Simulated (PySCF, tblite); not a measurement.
# C₃H₉FN₂Si: geometry, infrared bands and NMR shifts

Wanted: the infrared bands and NMR shifts of C₃H₉FN₂Si (`FC[C@H]1CN[SiH2]N1`), by calculation.

The runs use tblite 0.8.0 and PySCF 2.14.0, with density-fitted response routines of our own; the level of theory stands in each step. All values are computed, except where a source is named. Atoms count from 0, in the outputs and in this text.

**1. The starting structure**

16 atoms, charge 0, multiplicity 1; geometry from: force field or distance geometry start.

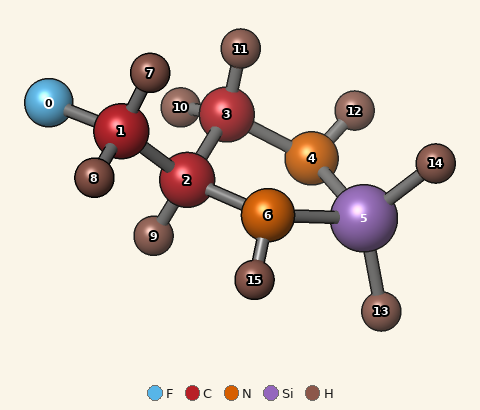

The starting geometry (fluorine blue, carbon red, nitrogen orange, silicon purple, hydrogen brown), atoms numbered.

**2. Relaxing the molecule with GFN2-xTB**

The job: settings as JSON, then the geometry in Å.

```
{"job": {"kind": "relax", "xc": "GFN2-xTB", "basis": "xTB"}, "charge": 0, "multiplicity": 1}
F      2.868900     0.602000     0.096100
C      1.965300    -0.180600    -0.574500
C      0.683300    -0.259600     0.237800
C      0.011200     1.138200     0.360500
N     -1.404000     0.840300     0.675400
Si    -1.969800    -0.610800    -0.044800
N     -0.360200    -1.113400    -0.398800
H      1.823700     0.244700    -1.557500
H      2.426600    -1.179300    -0.672500
H      0.889500    -0.636200     1.247200
H      0.462600     1.717900     1.171000
H      0.082300     1.697300    -0.564900
H     -1.987100     1.620400     0.375200
H     -2.552200    -1.500600     0.967800
H     -2.695700    -0.304200    -1.285000
H     -0.251900    -2.067200    -0.044500
```

Command:

```
$ OMP_NUM_THREADS=1 python probes_run.py task.json out
```

One launch serves the whole session: the jobs run in the order shown.

Output:

```text
step      E/eV     max force
  0    -635.36734    1.798
  1    -635.46733    0.840
  2    -635.50748    0.737
  3    -635.58316    0.787
  4    -635.62611    0.684
  5    -635.66134    0.433
  6    -635.67775    0.315
  7    -635.69546    0.357
  8    -635.71473    0.387
  9    -635.73347    0.294
 10    -635.74625    0.233
 11    -635.75445    0.185
 12    -635.76065    0.188
 13    -635.76622    0.148
 14    -635.77104    0.142
 15    -635.77503    0.144
 16    -635.77825    0.161
 17    -635.78053    0.121
 18    -635.78198    0.095
 19    -635.78296    0.077
 20    -635.78377    0.075
 21    -635.78453    0.074
 22    -635.78523    0.055
 23    -635.78569    0.048
 24    -635.78603    0.039
 25    -635.78625    0.031
 26    -635.78640    0.029
 27    -635.78649    0.025
 28    -635.78655    0.018
 29    -635.78659    0.016
 30    -635.78662    0.013
 31    -635.78664    0.011
 32    -635.78666    0.010
 33    -635.78668    0.011
 34    -635.78670    0.009
```

Run time: 0.34 s. Hardware: 1 thread of Arm Neoverse N1, shared host; peak memory 0.18 GiB.

Along the way: (not every step is listed)

```tsv
step	energy from step 0 (eV)	largest force (eV/Å)
0	0.0000	1.7985
1	-0.1000	0.8402
2	-0.1401	0.7369
3	-0.2158	0.7869
4	-0.2588	0.6838
5	-0.2940	0.4330
6	-0.3104	0.3145
7	-0.3281	0.3572
8	-0.3474	0.3866
10	-0.3789	0.2327
12	-0.3933	0.1881
14	-0.4037	0.1417
16	-0.4109	0.1605
18	-0.4146	0.0948
20	-0.4164	0.0753
22	-0.4179	0.0553
24	-0.4187	0.0386
26	-0.4191	0.0287
28	-0.4192	0.0181
29	-0.4193	0.0164
30	-0.4193	0.0128
31	-0.4193	0.0114
32	-0.4193	0.0103
33	-0.4193	0.0110
34	-0.4194	0.0088
```

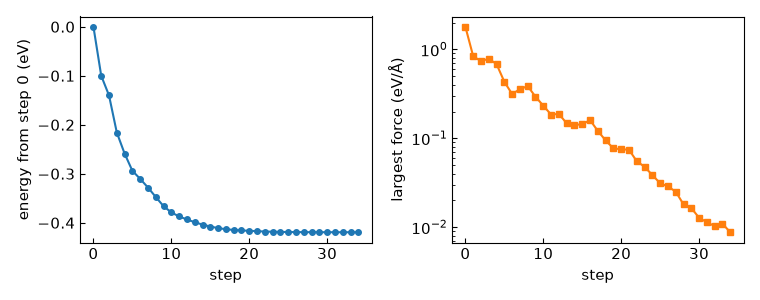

Energy and largest force along the relaxation.

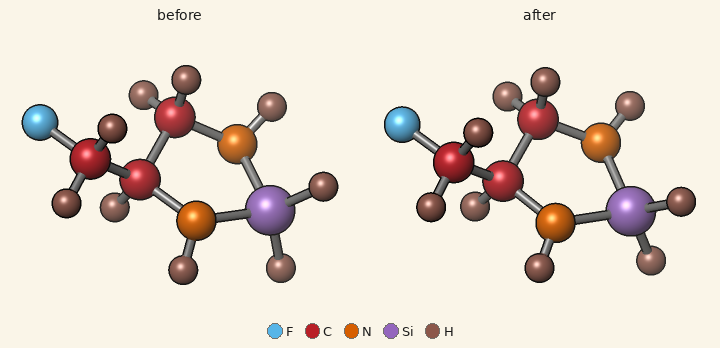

Before and after, at one scale.

Close pairs (by a distance rule), those that changed most:

```tsv
bond	before (Å)	after (Å)	change (Å)
C2–N6	1.491	1.444	-0.047
C3–N4	1.480	1.445	-0.035
C2–C3	1.556	1.533	-0.023
N6–H15	1.023	1.006	-0.017
C3–H11	1.084	1.099	+0.016
C1–H7	1.080	1.094	+0.014
N4–H12	1.019	1.006	-0.014
C1–H8	1.104	1.095	-0.009
```

The final coordinates are the input of the step that follows.

**3. Vibrational analysis with GFN2-xTB**

The job: settings as JSON, then the geometry in Å.

```
{"job": {"kind": "ir", "xc": "GFN2-xTB", "basis": "xTB"}, "charge": 0, "multiplicity": 1}
F      2.876815     0.579522     0.047516
C      1.927749    -0.210565    -0.553020
C      0.649152    -0.242162     0.283113
C     -0.015137     1.136684     0.365509
N     -1.417837     0.892758     0.615112
Si    -1.942332    -0.602018    -0.052054
N     -0.320620    -1.117039    -0.333789
H      1.736186     0.208042    -1.545977
H      2.361529    -1.211839    -0.647238
H      0.912812    -0.576167     1.299035
H      0.422212     1.728390     1.175354
H      0.145149     1.675843    -0.578985
H     -1.976065     1.728923     0.635163
H     -2.715388    -1.288430     0.984349
H     -2.607196    -0.608735    -1.357992
H     -0.044629    -2.084263    -0.347507
```

Output:

```text
mode    cm-1     km/mol
  1      63.8      2.49
  2     102.3      3.60
  3     157.6      1.27
  4     210.7      4.71
  5     358.8      6.03
  6     406.7      9.83
  7     433.8     57.90
  8     463.4    131.80
  9     481.6      3.36
 10     561.3    124.88
 11     568.0     44.98
 12     611.8     70.44
 13     708.7    111.05
 14     813.4    150.81
 15     854.0     98.80
 16     881.0    131.95
 17     885.7     47.24
 18     939.8      4.84
 19    1043.6     73.90
 20    1060.0     17.27
 21    1093.7      3.96
 22    1108.5      6.49
 23    1161.8     72.58
 24    1173.7     29.88
 25    1193.2     67.66
 26    1242.8     15.35
 27    1268.1     77.35
 28    1281.2     16.46
 29    1329.0     13.55
 30    1333.1      9.49
 31    1376.2     20.66
 32    1450.9      0.95
 33    1493.7      1.28
 34    2214.7    504.45
 35    2255.4    211.09
 36    2840.9     43.36
 37    2861.4    100.58
 38    2940.9     24.99
 39    2942.7     59.68
 40    2952.6     41.56
 41    3486.2      3.04
 42    3491.2      2.13
```

It took 0.79 s on 1 thread of Arm Neoverse N1, shared host; peak memory 0.18 GiB.

The strongest bands and the atoms that carry them (share of the mass-weighted mode):

```tsv
cm⁻¹	km/mol	atoms
463	131.8	H12 27 %, C1 15 %, N4 10 %
561	124.9	H14 33 %, H13 32 %, Si5 16 %
709	111.0	H14 38 %, H13 35 %
813	150.8	H14 42 %, H13 41 %
881	131.9	Si5 23 %, N6 16 %, N4 11 %
2215	504.4	H14 64 %, H13 32 %
2255	211.1	H13 65 %, H14 33 %
2861	100.6	H11 84 %
```

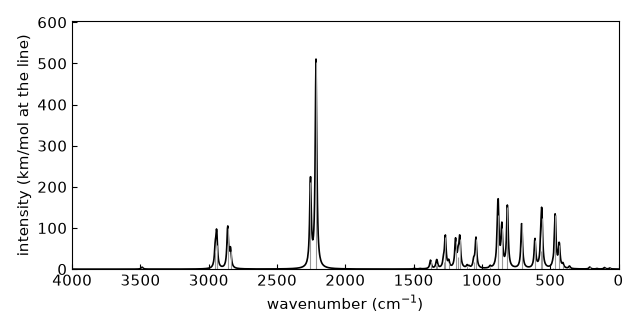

The infrared spectrum from these modes, unscaled. Lines are broadened to a width of 14 cm⁻¹ (Lorentzian).

**4. Shielding tensors: PBE0/pcSseg-1**

Settings changed since step 3:

```diff
@@ -1,2 +1,2 @@
-{"job": {"kind": "ir", "xc": "GFN2-xTB", "basis": "xTB"}, "charge": 0, "multiplicity": 1}
+{"job": {"kind": "nmr", "xc": "PBE0", "basis": "pcSseg-1"}, "charge": 0, "multiplicity": 1}
 F      2.876815     0.579522     0.047516
```

Method: GIAO PBE0/pcSseg-1 NMR shielding, non-relativistic, gas phase.

Output:

```text
coarse grid: 13672 points
cycle   1  E = -617.9505941969  dE =  9.142e-01  |g| = 6.211e-01  |ddm| = 3.580e+00
cycle   2  E = -617.8938822051  dE =  5.671e-02  |g| = 8.463e-01  |ddm| = 1.201e+00
cycle   3  E = -618.0236993007  dE = -1.298e-01  |g| = 5.017e-02  |ddm| = 7.264e-01
cycle   4  E = -618.0241365670  dE = -4.373e-04  |g| = 1.925e-02  |ddm| = 5.487e-02
cycle   5  E = -618.0242096509  dE = -7.308e-05  |g| = 6.922e-03  |ddm| = 2.258e-02
cycle   6  E = -618.0242188014  dE = -9.150e-06  |g| = 1.851e-03  |ddm| = 6.854e-03
final grid: 127488 points
cycle   7  E = -618.0670935484  dE = -3.522e-05  |g| = 9.026e-03  |ddm| = 2.824e-02
cycle   8  E = -618.0670766789  dE =  1.687e-05  |g| = 1.293e-02  |ddm| = 1.939e-02
cycle   9  E = -618.0671114900  dE = -3.481e-05  |g| = 8.151e-04  |ddm| = 1.130e-02
cycle  10  E = -618.0671116071  dE = -1.171e-07  |g| = 2.602e-04  |ddm| = 8.827e-04
cycle  11  E = -618.0671116200  dE = -1.294e-08  |g| = 5.411e-05  |ddm| = 2.636e-04
cycle  12  E = -618.0671116205  dE = -5.293e-10  |g| = 2.275e-05  |ddm| = 6.521e-05
converged SCF energy = -618.0671116205

GIAO shielding tensors (ppm)
atom      isotropic    diamagn.    paramagn.     s11        s22        s33       span
  0 F      422.903     470.927     -48.023    390.632    417.568    460.511     69.880
  1 C       93.945     241.602    -147.657     60.115     78.948    142.772     82.657
  2 C      129.085     244.465    -115.380    108.860    125.194    153.201     44.341
  3 C      133.382     244.887    -111.505    113.472    130.996    155.677     42.204
  4 N      247.478     321.989     -74.510    193.937    237.944    310.554    116.618
  5 Si     372.904     880.217    -507.313    349.090    355.740    413.884     64.794
  6 N      242.804     322.799     -79.996    188.558    235.540    304.313    115.755
  7 H       27.352      28.955      -1.603     23.921     28.856     29.279      5.358
  8 H       26.908      28.659      -1.751     22.250     28.785     29.688      7.438
  9 H       27.915      30.781      -2.866     23.775     26.129     33.842     10.067
 10 H       27.844      29.576      -1.732     22.796     27.551     33.185     10.389
 11 H       28.654      30.933      -2.279     23.031     28.033     34.897     11.866
 12 H       31.749      31.043       0.706     22.359     28.386     44.502     22.143
 13 H       26.362      28.825      -2.463     22.716     23.499     32.870     10.154
 14 H       26.400      29.090      -2.691     22.623     23.820     32.757     10.134
 15 H       32.104      32.891      -0.787     22.957     29.109     44.246     21.289
```

Wall time 51 s (1 thread of Arm Neoverse N1, shared host); peak memory 0.76 GiB.

The references, computed at this level on geometries of the same kind, shield at (ppm): 1H TMS 31.72, 13C TMS 186.9, 29Si TMS 349.2, 19F CFCl3 170.9, 15N NH3 267.7. Their shielding less the atom's gives the shift. The references are single molecules in the gas phase, so shifts against H2O, NH3, PH3, H3PO4 or CFCl3 are not on the usual liquid scales and can be off by tens of ppm.

```tsv
atoms	environment	σ (ppm)	δ (ppm)	δ scaled to CDCl3
C1	sp3 CH2 bonded to F	93.9	93.0	88.8
C2	sp3 CH bonded to N	129.1	57.8	54.5
C3	sp3 CH2 bonded to N	133.4	53.5	50.3
H13	hydrogen on a silicon bonded to 2 N, in a 5-membered ring	26.36	5.36	–
H14	hydrogen on a silicon bonded to 2 N, in a 5-membered ring	26.40	5.32	–
H8	hydrogen on an sp3 CH2 bonded to F	26.91	4.81	4.64
H7	hydrogen on an sp3 CH2 bonded to F	27.35	4.36	4.22
H10	hydrogen on an sp3 CH2 bonded to N	27.84	3.87	3.76
H9	hydrogen on an sp3 CH bonded to N	27.92	3.80	3.69
H11	hydrogen on an sp3 CH2 bonded to N	28.65	3.06	2.99
H12	hydrogen on a nitrogen bonded to C, Si, in a 5-membered ring	31.75	-0.03	–
H15	hydrogen on a nitrogen bonded to C, Si, in a 5-membered ring	32.10	-0.39	–
F0	fluorine on an sp3 carbon	422.9	-252.0	–
N6	nitrogen bonded to C, Si, H, in a 5-membered ring	242.8	24.9	–
N4	nitrogen bonded to C, Si, H, in a 5-membered ring	247.5	20.3	–
Si5	silicon bonded to 2 N, 2 H, in a 5-membered ring	372.9	-23.7	–
```

The scaled column applies a straight-line fit of computed shieldings to shifts measured in CDCl3, and one for carbons that bear F (root-mean-square error 0.16 ppm for H, 1.9 ppm for C).

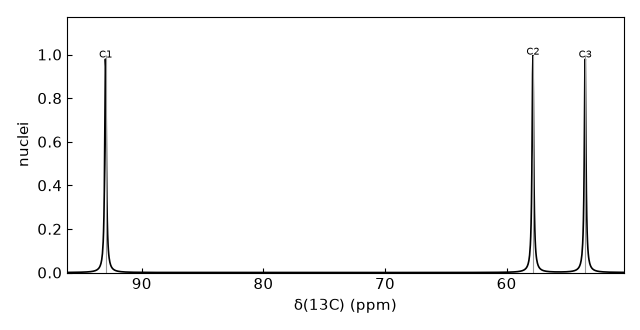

13C lines at the computed shifts, without couplings. Lines are broadened to a width of 0.16 ppm (Lorentzian).

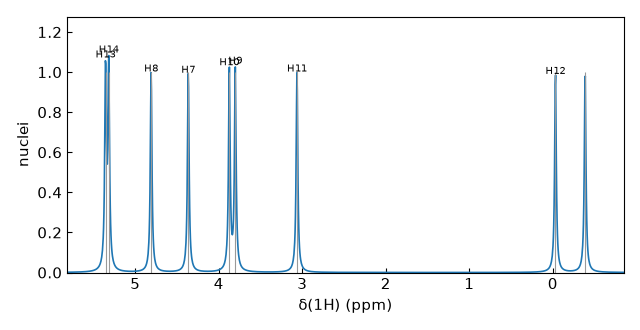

1H lines at the computed shifts, without couplings. Lines are broadened to a width of 0.02 ppm (Lorentzian).

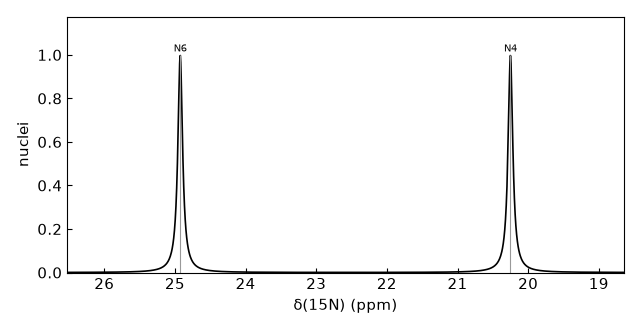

15N lines at the computed shifts, without couplings. Lines are broadened to a width of 0.08 ppm (Lorentzian).

Charges from the same density, by scheme (e):

```tsv
atoms	Mulliken	IAO	Hirshfeld	ESP fit
F0	-0.34	-0.33	-0.12	-0.22
C1	0.25	0.04	0.02	-0.15
C2	-0.16	-0.01	0.01	0.20
C3	0.06	-0.14	-0.03	0.09
N4	-0.67	-0.69	-0.25	-0.80
Si5	0.87	1.02	0.40	0.86
N6	-0.66	-0.70	-0.25	-0.83
```

Mulliken charges:

F0 -0.34; C1 0.25; C2 -0.16; C3 0.06; N4 -0.67; Si5 0.87; N6 -0.66; H7 0.10; H8 0.10; H9 0.12; H10 0.13; H11 0.10; H12 0.19; H13 -0.14; H14 -0.14; H15 0.19

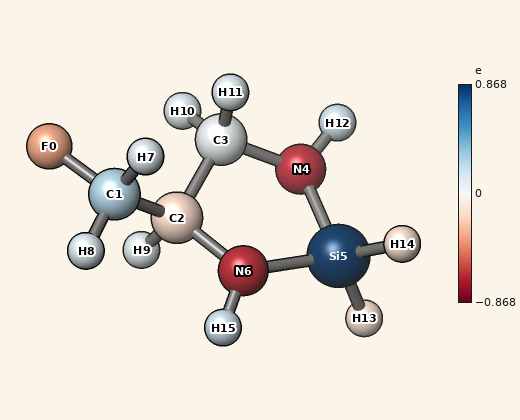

Mulliken charges, as colours on the atoms.

Mayer bond orders: F0–C1 0.89, C1–C2 1.02, C2–C3 0.99, C3–N4 0.96, N4–Si5 1.00, Si5–N6 0.97, N6–C2 0.93.

Ring of atoms C2, C3, N4, Si5, N6: NICS(0) -7.6, NICS(1) -2.8, NICS(1)zz -3.5 ppm (means of both faces).

The fields below are evaluated on a grid from the run's orbitals.

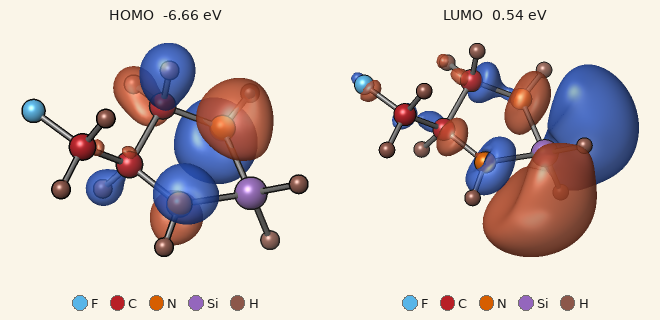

PBE0/pcSseg-1 orbitals near the gap, drawn at the value that encloses 70 % of each; the two colours are the two signs.

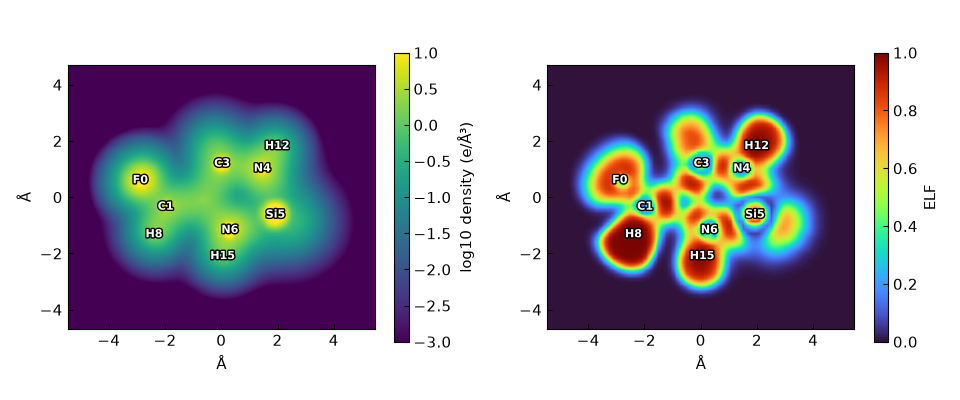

Density (left) and ELF (right) in a plane through or near 9 of the atoms.

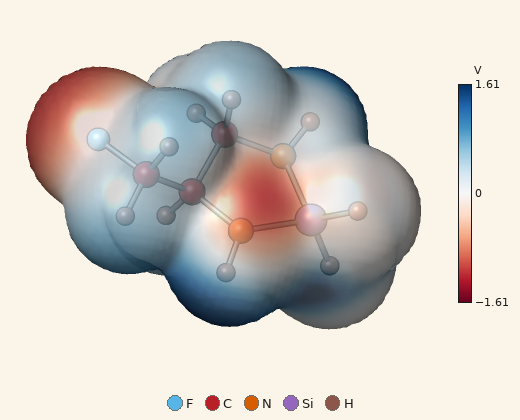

The potential that a unit positive charge feels on the 0.002 e/bohr³ surface, from -1.11 V near N4 to 1.61 V near H15.

**5. What came out**

| quantity | value |
| --- | --- |
| strongest single infrared mode (GFN2-xTB) | 2215 cm⁻¹, 504 km/mol |
| zero-point energy (GFN2-xTB) | 77.3 kcal/mol |
| 13C shifts against TMS (PBE0/pcSseg-1) | 93.0, 57.8, 53.5 ppm |
| 1H shifts against TMS (PBE0/pcSseg-1) | 5.36, 5.32, 4.81, 4.36, 3.87, 3.80, 3.06, -0.03, -0.39 ppm |
| 19F shifts against CFCl3 (PBE0/pcSseg-1) | -252.0 ppm |
| 15N shifts against NH3 (PBE0/pcSseg-1) | 24.9, 20.3 ppm |
| 29Si shifts against TMS (PBE0/pcSseg-1) | -23.7 ppm |
| surface potential, least and greatest | -1.11 V and 1.61 V |

**Reading.** Over 34 steps the energy fell by 0.419 eV; of the close pairs, C2–N6 changed most, 1.491 to 1.444 Å. No mode is imaginary among the 42: a minimum at this level. The strongest single mode, at 2215 cm⁻¹, moves mainly H14 and H13. GFN2-xTB is a fitted tight-binding method: band positions and strengths are rough. Its intensities can rank the bands wrongly.
